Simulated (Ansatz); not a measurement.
SiPH$_{7}$: several calculations on one system

**1. Relaxation**

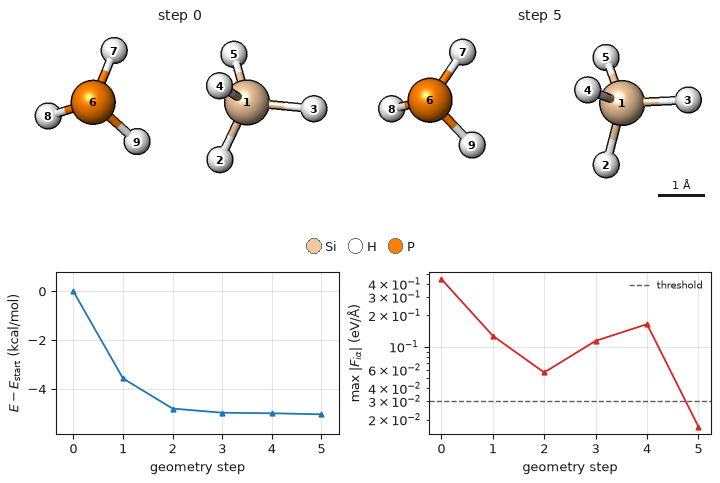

First and last geometry of a relaxation of SiPH₇, with the history of the run. The picture is a ball-and-stick view, seen face on.

The run prepares an end point of a later path (reaction) calculation, from a guessed geometry.

Level of theory: RKS r2SCANh/6-31G* (Ansatz). (no spin polarisation; force threshold 0.03 eV/Å; at most 50 steps)

Read the history and describe the run.

It converged. H2 moves most after the best rigid fit: 0.59 Å. Largest moves by element: H 0.59 Å, P 0.51 Å, Si 0.33 Å. Among the contacts that change: Si1–H2 1.469 → 1.485 Å. The energy falls by 5.03 kcal/mol in 5 geometry steps. The largest force component goes from 0.45 to 0.017 eV/Å.

| step | E − E(0), kcal/mol | largest force component, eV/Å |
| --- | --- | --- |
| 0 | 0.00 | 0.4459 |
| 1 | -3.56 | 0.1275 |
| 2 | -4.80 | 0.0566 |
| 3 | -4.97 | 0.1139 |
| 4 | -4.99 | 0.1647 |
| 5 | -5.03 | 0.0171 |

**2. Relaxation**

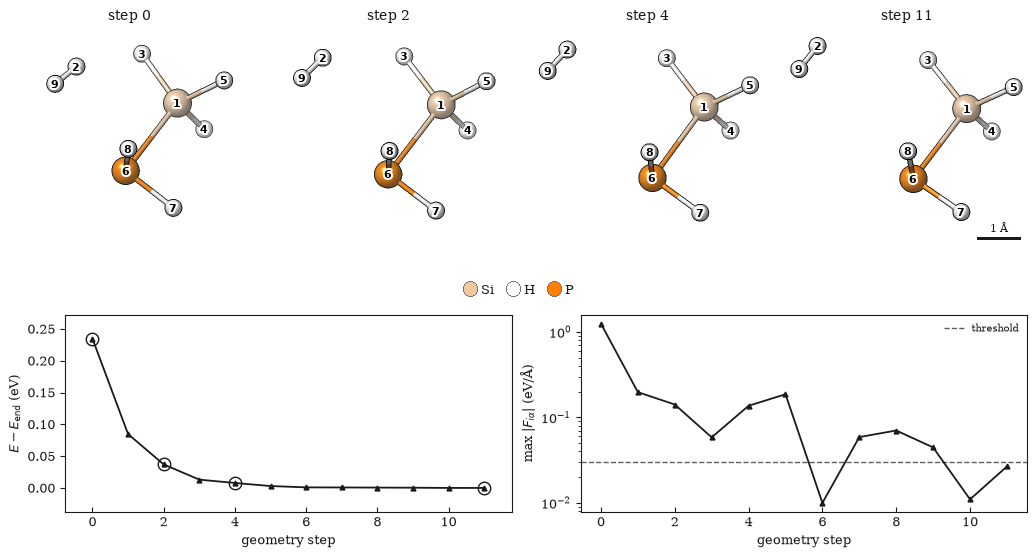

Frames of a relaxation of SiPH$_{7}$, marked on the history of the run. The picture is a ball-and-stick view, seen at a tilt.

The run prepares an end point of a later path (reaction) calculation, from a guessed geometry.

Method: Ansatz, RKS r2SCANh/6-31G*.

The input:
```yaml
crystal:
  periodic: [false, false, false]
  atoms:
    - { symbol: Si, position_ang: [-0.538738, -0.039226, -0.352545] }
    - { symbol: H, position_ang: [0.116571, -0.033652, 2.240649] }
    - { symbol: H, position_ang: [0.743615, 0.352893, 0.295208] }
    - { symbol: H, position_ang: [-0.772234, 0.891925, -1.497862] }
    - { symbol: H, position_ang: [-0.373419, -1.420771, -0.901631] }
    - { symbol: P, position_ang: [-2.265301, 0.187791, 1.000274] }
    - { symbol: H, position_ang: [-3.206745, -0.194426, 0.002323] }
    - { symbol: H, position_ang: [-2.197116, -1.112813, 1.565903] }
    - { symbol: H, position_ang: [-0.331033, 0.056178, 2.780981] }
basis:
  gaussian: { orbitals: "6-31G*" }
hamiltonian:
  xc: r2scanh
relax:
  f_tol: 0.03
  max_steps: 50
```

Run as
```bash
ansatz run input.yaml --threads 1 --pin off --max-ram 2048MiB --backend cpu --events-out ev --progress --plain --runs-dir out
```

**Describe the path.**

The largest move after the best rigid fit is that of H2, 1.00 Å. Largest moves by element: H 1.00 Å, P 0.33 Å, Si 0.33 Å. Near-neighbour distances that change, for instance: Si1–P6 2.205 → 2.261 Å, H2–H9 0.707 → 0.740 Å, Si1–H5 1.496 → 1.489 Å. Bond angles that change, for instance: H3–Si1–P6 112.3° → 108.3°. Over 11 geometry steps the energy falls by 0.235 eV. The largest force component goes from 1.2 to 0.027 eV/Å. The forces were under the threshold at step 6, but the run went on from there. From step 0 to 2: H2 moves most (0.37 Å), energy −0.198 eV. From step 2 to 4: H2 moves most (0.40 Å), energy −0.029 eV. From step 4 to 11: H2 moves most (0.24 Å), energy −0.008 eV.

**3. Path**

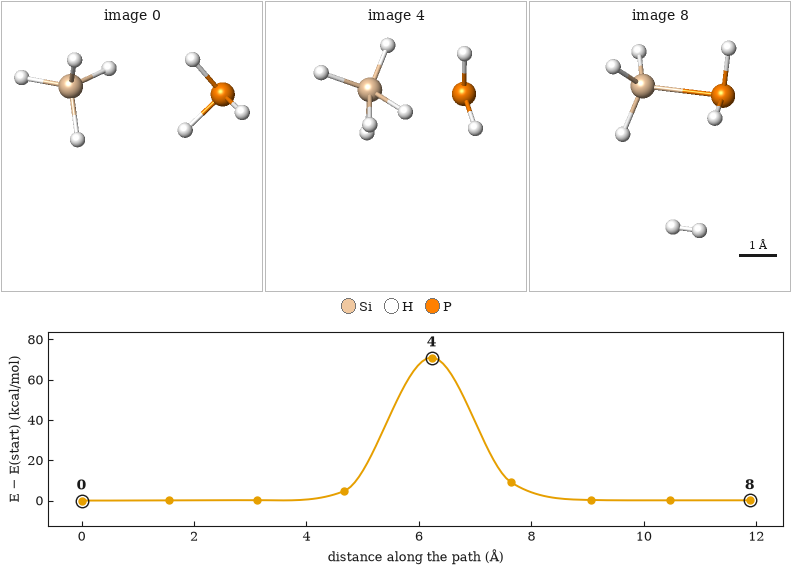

A nudged-elastic-band calculation for SiPH₇, made up at the start of SiH$_{4}$ and PH₃. Images are numbered from 0 (start) to 8 (end). A ball-and-stick model, seen from a free direction.

Method: RKS r2SCANh/6-31G* in Ansatz 0.2.0. Set-up: 7 movable images; climbing image; force threshold 0.05 eV/Å; iteration limit 60; starting path through a guess of the saddle point.

What happens along the path, and what is the barrier?

Answer. Breaking: H–P (1.42 → 3.75 Å), H–Si (1.49 → 3.99 Å). Forming: H–H (3.00 → 0.74 Å), P–Si (4.24 → 2.26 Å). The barrier is about 71.0 kcal/mol in both directions, with image 4 at the top; the ends have nearly the same energy. The band converged in 33 iterations, with a climbing image at the top. At the top, the vibrational analysis gives one imaginary mode (1572i cm⁻¹), as a transition state must have.

Limits of the set-up: the start holds two separate molecules, 3.0 Å apart at their closest, whose relative position is a soft coordinate and is computed without a dispersion correction.
